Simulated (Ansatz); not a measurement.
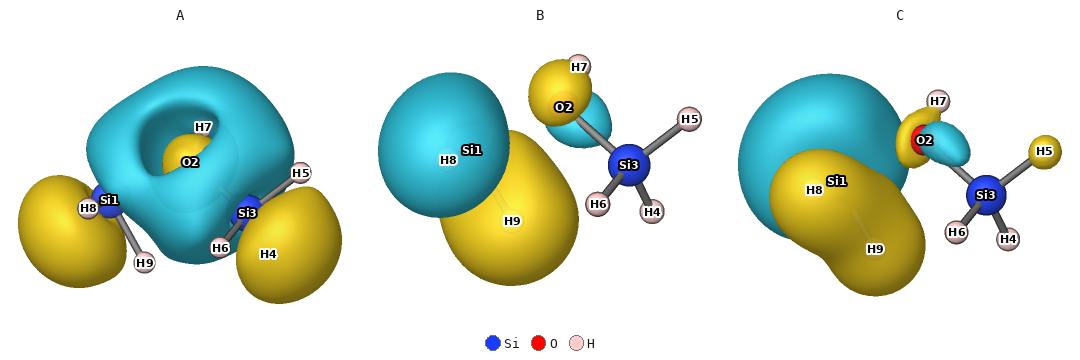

Figure 1: H2Si···H4OSi. Three frontier orbitals at ±0.08 Å⁻³ᐟ² (yellow and cyan are the two phases), in no order.

Level of theory: RKS PBE/def2-SVP (Ansatz 0.2.0).

```yaml
atoms:
  - { symbol: Si, position_ang: [-0.0286, 0.0349, -0.7438] }
  - { symbol: O, position_ang: [0.8187, -0.0888, 1.1252] }
  - { symbol: Si, position_ang: [-0.2291, -0.4952, 2.4539] }
  - { symbol: H, position_ang: [-0.8356, -1.8470, 2.2457] }
  - { symbol: H, position_ang: [0.6640, -0.5140, 3.6665] }
  - { symbol: H, position_ang: [-1.2312, 0.6051, 2.5215] }
  - { symbol: H, position_ang: [1.6999, -0.5042, 1.0923] }
  - { symbol: H, position_ang: [-0.5341, 1.4530, -0.3915] }
  - { symbol: H, position_ang: [-1.2824, -0.6244, -0.0935] }
```

Which picture is the HOMO−1, the HOMO and the LUMO?

Answer. B is the HOMO−1 (−6.71 eV). By Hirshfeld shares it lies mainly on Si1 (about 40 %), H9 (about 25 %) and H8 (about 25 %). C is the HOMO (−4.60 eV). Its weight (Hirshfeld) is mainly on Si1 (about 75 %), H8 (about 10 %) and H9 (about 5 %). A is the LUMO (−1.89 eV). Its weight (Hirshfeld) is mainly on Si1 (about 35 %), Si3 (about 30 %), O2 (about 15 %) and H7 (about 10 %).

What is the HOMO–LUMO gap?

Answer. 2.71 eV between the orbital energies.
